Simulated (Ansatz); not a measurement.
# Cl₂H₂Se₂Ti: small, medium and large basis sets

How large a basis does Cl₂H₂Se₂Ti need? Two functionals are run in growing sets.

Computed with Ansatz 0.2.0, Gaussian basis. Level: one geometry, several basis sets.

The runs, in order: PBE0-D4/def2-SVP; ωB97M-V/def2-SVP; PBE0-D4/def2-QZVPP; ωB97M-V/def2-QZVPP; the functionals' def2-TZVPP values are taken from earlier runs.

**1. Structure used throughout**

An earlier PBE0-D4 in a triple-zeta def2 set relaxation fixed the geometry.

SMILES `[Cl][Ti]([Cl])([SeH])[SeH]`, 7 atoms, charge 0, spin multiplicity 1.

Atoms are counted from 1 here; the program's logs count them from 0.

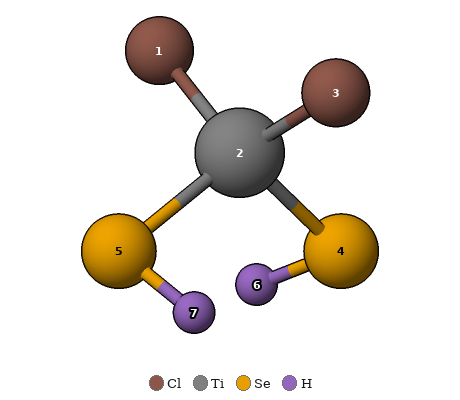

The geometry (chlorine brown, titanium grey, selenium amber, hydrogen purple); atoms are numbered from 1 in the order of the file.

As a file:

```xyz
7

Cl   -0.8994   -2.3951   -0.4038
Ti    0.1602   -0.6104    0.2288
Cl    1.7456   -0.9130    1.6790
Se   -1.2857    0.9834    1.2889
Se    0.9677    0.3312   -1.8246
H    -2.0945    1.0401    0.0581
H     1.4673    1.4959   -1.0721
```

**2. PBE0-D4 in def2-SVP**

in.yaml

```yaml
crystal:
  periodic: [false, false, false]
  atoms:
    - {symbol: Cl, position_ang: [-0.899359, -2.395076, -0.403764]}
    - {symbol: Ti, position_ang: [0.160243, -0.610394, 0.228786]}
    - {symbol: Cl, position_ang: [1.745567, -0.912976, 1.679017]}
    - {symbol: Se, position_ang: [-1.285675, 0.983379, 1.288865]}
    - {symbol: Se, position_ang: [0.967657, 0.331194, -1.824552]}
    - {symbol: H, position_ang: [-2.094548, 1.040082, 0.058064]}
    - {symbol: H, position_ang: [1.467315, 1.495890, -1.072117]}
basis:
  gaussian: {orbitals: def2-SVP}
hamiltonian: {xc: pbe0, dispersion: d4}
output: {orbitals: {seedname: orbitals}}
```

Started as:

```console
> ansatz run in.yaml --threads 4 --pin off --events-out ev --progress --plain --max-ram 11315MiB
```

The runs that follow: ωB97M-V in def2-SVP; PBE0-D4 in def2-QZVPP; ωB97M-V in def2-QZVPP.

Before running them: what should the planned runs give, taken together? Wanted: PBE0-D4: double and triple zeta above quadruple; ωB97M-V: double and triple zeta above quadruple.

**Answer**, as computed:

```
                                       quantity           value
PBE0-D4: double and triple zeta above quadruple  31.72, 3.92 eV
ωB97M-V: double and triple zeta above quadruple  31.38, 3.77 eV
```

PBE0-D4 gains 27.79 eV from double to triple zeta, then 3.92 eV more. Total energies overstate the basis error of differences, where much of it tends to cancel.
